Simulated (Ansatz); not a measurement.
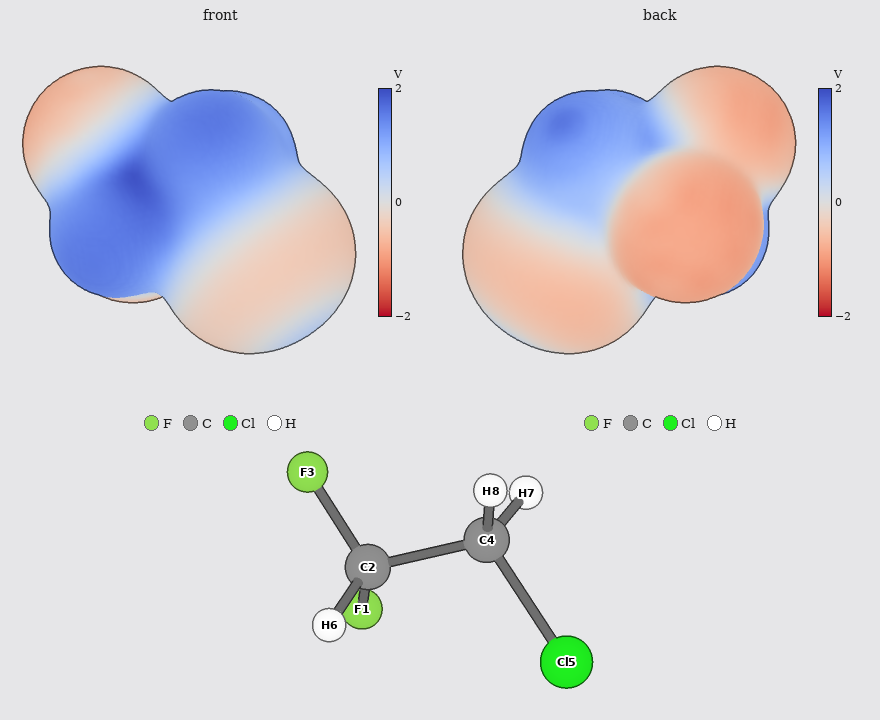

Figure. C$_{2}$H$_{3}$ClF$_{2}$ (SMILES FC(F)CCl). The electrostatic potential painted on the density surface at 0.002 e/bohr³, seen from the front and from behind; the colour scale runs from red (negative) to blue (positive). The bare structure is drawn below in the same view.

Not at a stationary point (largest force 0.9 eV/Å).

Level of theory: SCF hf, Gaussian basis in Ansatz 0.2.0.

```xyz
8

F     1.2197   -1.1177    0.5503
C     0.7411   -0.0834   -0.1863
F     1.4971    0.9984    0.1412
C    -0.7029    0.1944    0.1733
Cl   -1.7858   -1.0827   -0.4347
H     0.8882   -0.2998   -1.2482
H    -0.8260    0.2450    1.2589
H    -1.0315    1.1458   -0.2545
```

**Where is the surface potential most negative and most positive?**

The most negative region (about −0.9 V, or −21 kcal/mol for a unit charge) lies over F1 and F3, the most positive (about +1.8 V, or +42 kcal/mol for a unit charge) over C2 and C4. Cl5 shows a σ-hole: about +0.4 V, or +9 kcal/mol for a unit charge at the tip opposite its bond, against about −0.3 V, or −7 kcal/mol for a unit charge on its flanks.
